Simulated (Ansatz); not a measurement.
# Profile along the Ti–Ti line in Ti (hcp, Mg type)

Ti (hcp, Mg type)

```xyz
2
Lattice="2.9004 0.0000 0.0000 -1.4502 2.5118 0.0000 0.0000 0.0000 4.5902" Properties=species:S:1:pos:R:3 pbc="T T T"
Ti     0.0000     1.6745     3.4427
Ti     1.4502     0.8373     1.1476
```

Fields along a shortest Ti–Ti line of a (1 -1 0 0) plane (2.90 Å), from Ti to Ti, interpolated on the slice's grid (step about 0.2 Å). These are PBEsol (plane waves to 420 eV, PAW, scalar-relativistic; Ansatz, a program for electronic structure) values and carry that method's errors. k mesh 18×18×10. Inside the PAW spheres the values are not all-electron values, and peaks at nuclei hang on which shells count as valence. The PAW data are Ansatz's earlier set. Ti is run without spin polarisation. Ti was relaxed with its symmetry unable to fall.

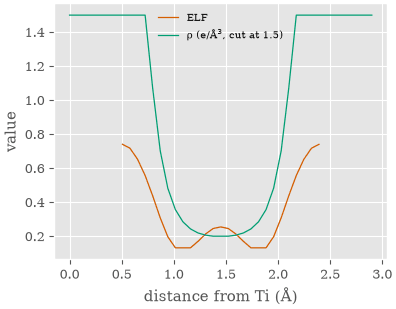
Figure. ELF (away from the nuclei) and valence density from Ti to Ti.

Density on the Ti–Ti line (2.90 Å) at its midpoint: 0.20 e/Å³. ELF at that point: 0.3.
